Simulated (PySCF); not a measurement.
C$_{3}$H$_{9}$OSi (SMILES [CH2]O[SiH2]CC) (doublet)

```xyz
14

C    -2.5287    0.8508    0.6140
O    -1.2755    0.4150    0.4976
Si   -0.5904   -0.8595   -0.2591
C     1.2497   -0.6703    0.1542
C     1.8772    0.6013   -0.4095
H    -3.3408    0.3020    0.1789
H    -2.6810    1.7278    1.2108
H    -0.8480   -0.7896   -1.7033
H    -1.1426   -2.1186    0.2560
H     1.7798   -1.5370   -0.2420
H     1.3974   -0.6883    1.2353
H     2.9305    0.6680   -0.1397
H     1.8025    0.6175   -1.4948
H     1.3692    1.4804   -0.0200
```

Geometry: GFN2-xTB.

These are results of PySCF 2.14.0, density-fitted response routines, UKS B3LYP, pcH-1 on C H O Si, non-relativistic, mean-field spin-orbit, GIAO, not measurements.

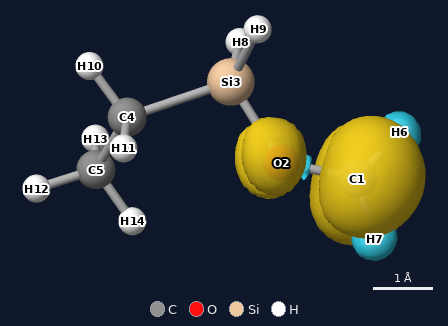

Figure 1. Isosurfaces of the spin density at +0.02 (yellow) and −0.02 e/Å³ (cyan), seen at a tilt.

Describe the spin distribution.

Answer. The unpaired spin (1 electron) lies mostly on C1 (about 0.7) and O2 (about 0.2), in electrons by Hirshfeld's partition.

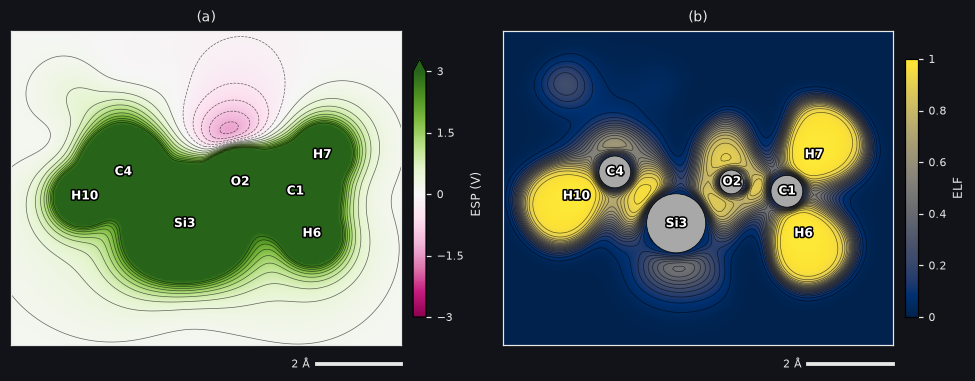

Figure 2. (a) electrostatic potential; (b) ELF on the plane of atoms O2, C1 and H6. Grey discs cover the atomic cores in the ELF map.

Read the bonding off the picture.

Answer. Atoms in the plane: C, O, Si and H.
C–O (1.33 Å): the ELF peaks at about 0.90 between the atoms, as expected for a shared but strongly polarised pair.
Si–O (1.63 Å): the ELF peaks at about 0.85 between the atoms; a polar covalent bond.
C–Si (1.90 Å): the ELF peaks at about 0.95 between the atoms, as expected for localised, covalent bonding.
C–H (1.07 Å): the ELF climbs to about 1 towards the hydrogen, as it does in any bond to H (a covalent bond by its length).
The ELF also peaks beside O2, away from the bonds: non-bonding electrons, paired or unpaired.
Outside the dense part of the molecule the potential is most negative (−1.4 V) near O2.

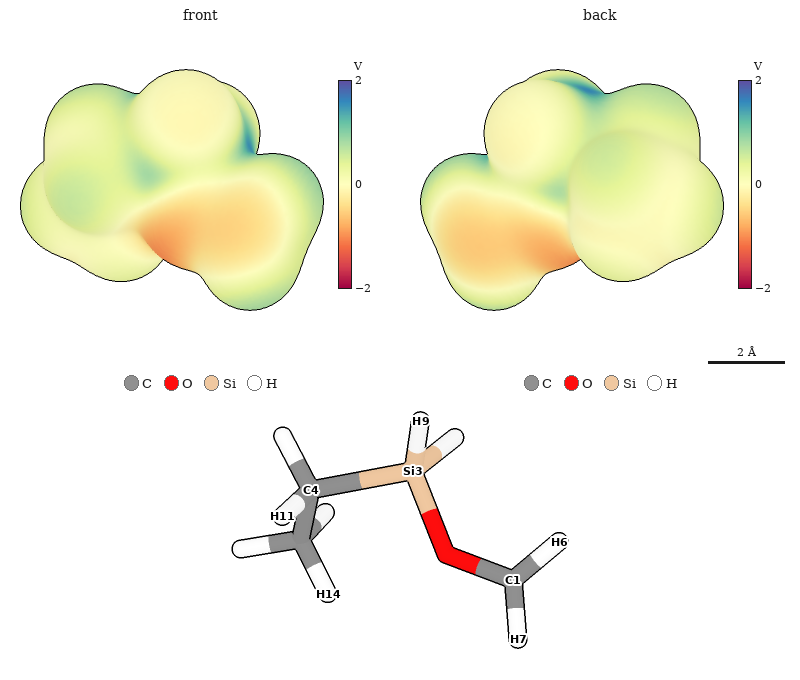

Figure 3. The electrostatic potential painted on the density surface at 0.002 e/bohr³, seen from the front and from behind; red is negative and blue positive. The bare structure is drawn below in the same view.

Which sites attract a positive test charge, and which a negative one?

Answer. A positive charge is drawn to the negative regions and a negative charge to the positive ones. The most negative region (about −1.0 V) lies over O2, the most positive (about +1.5 V) over Si3.
